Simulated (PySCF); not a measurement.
**C5H12P2Si: density, localisation and related maps**

```xyz
20

Si    3.8878    0.5312   -0.2061
C     2.9629   -1.0868   -0.6252
P     1.4114   -1.2604    0.3700
P     0.0803   -0.3208   -0.8430
C    -1.4251   -0.4428    0.2538
C    -1.9341    0.9371    0.7188
C    -3.0912    0.8330   -0.2828
C    -2.7376   -0.6396   -0.5282
H     3.0502    1.6597   -0.6156
H     4.1381    0.5827    1.2351
H     5.1518    0.5273   -0.9454
H     3.5978   -1.9427   -0.3907
H     2.7327   -1.1206   -1.6894
H    -1.2485   -1.1628    1.0565
H    -1.2499    1.7725    0.5690
H    -2.2597    0.9341    1.7576
H    -2.9402    1.4526   -1.1642
H    -4.0843    1.0224    0.1192
H    -2.6290   -0.9312   -1.5725
H    -3.4185   -1.3344   -0.0394
```

Geometry: GFN2-xTB.

Theory: PBE0/pcSseg-1, SCF density, gas phase, non-relativistic in PySCF 2.14.0.

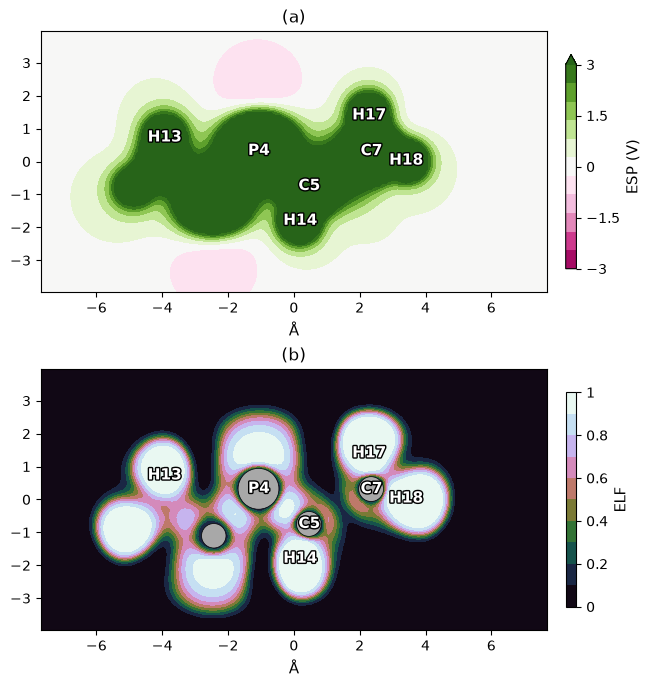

Figure 1. (a) electrostatic potential; (b) ELF on the plane of atoms P4, C5 and H14. Grey discs cover the atomic cores in the ELF map.

Q: Interpret the plot.

A: Atoms in the plane: P, C and H. C–P (1.87 Å): the ELF peaks at about 0.95 between the atoms (a shared electron pair). C–H (1.09 Å): the ELF climbs to about 1 towards the hydrogen, as it does in any bond to H: an ordinary covalent bond to hydrogen. The ELF also peaks beside P3 and P4, away from the bonds: lone-pair regions. Outside the dense part of the molecule the potential is most negative (−0.8 V) near P4.

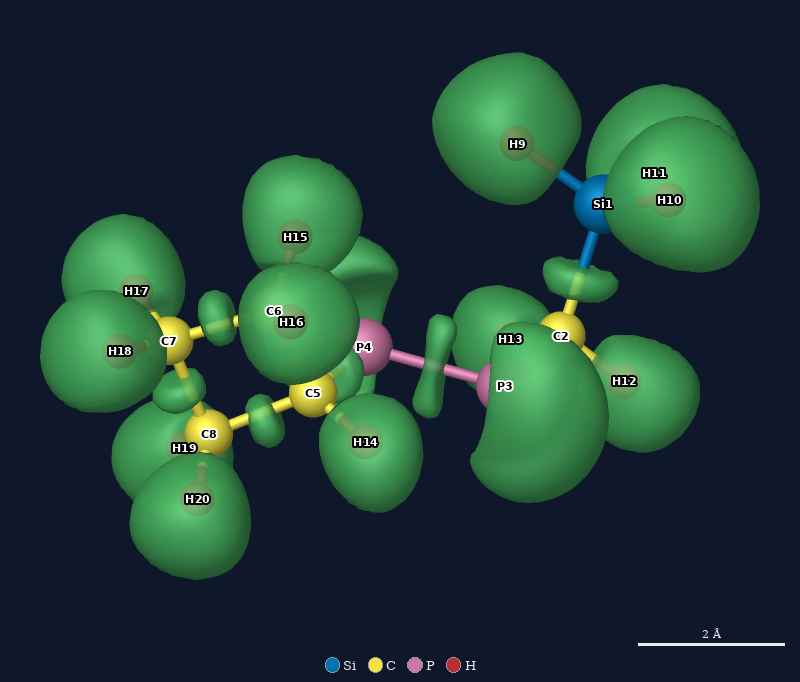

Figure 2. Isosurface of the electron localisation function at 0.85 (green), seen at a tilt. Only the valence region is drawn (cores and ρ < 0.01 e/Å³ removed).

Q: Identify the bonds, lone pairs and shells in this picture.

A: At this value the surface marks out four regions between bonded C–C atoms (shared pairs), two regions between bonded C–P atoms (shared pairs), one region between bonded C–Si atoms (shared pairs), one region between bonded P–P atoms (shared pairs), twelve regions around hydrogen nuclei and two lobes on P, pointing away from the bonds (lone pairs). Along the contacts the grid gives the following. C–C (1.53 Å): the ELF peaks at about 0.95 between the atoms: a covalent bond. C–P (1.85 Å): the ELF peaks at about 0.95 between the atoms (a covalent bond).

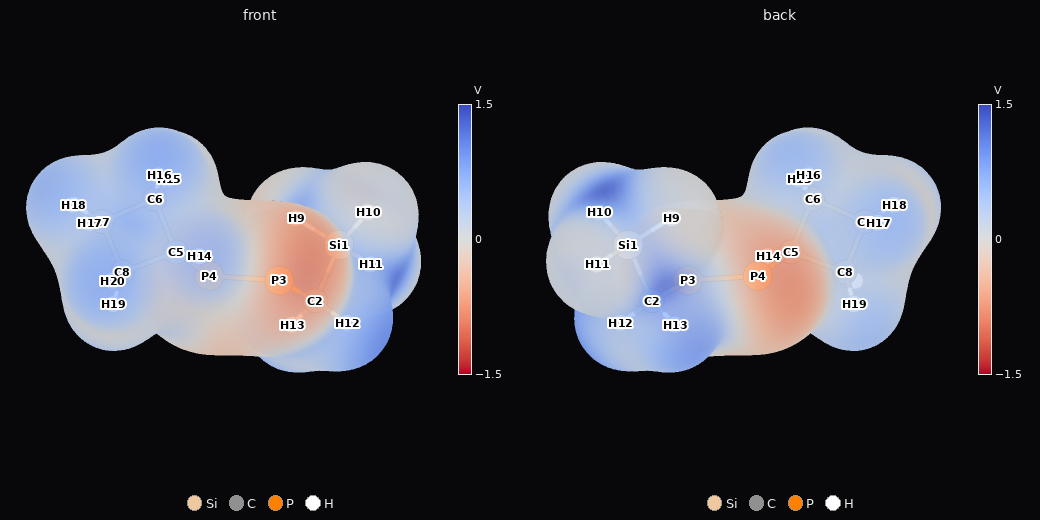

Figure 3. The electrostatic potential painted on the density surface at 0.002 e/bohr³, seen from the front and from behind; the colour scale runs from red (negative) to blue (positive).

Q: Which sites attract a positive test charge, and which a negative one?

A: A positive charge is drawn to the negative regions and a negative charge to the positive ones. The most negative region (about −0.8 V) lies over P3 and P4, the most positive (about +1.1 V) over Si1.

Q: What dipole moment does the calculation give?

A: Its dipole moment is 0.30 D.
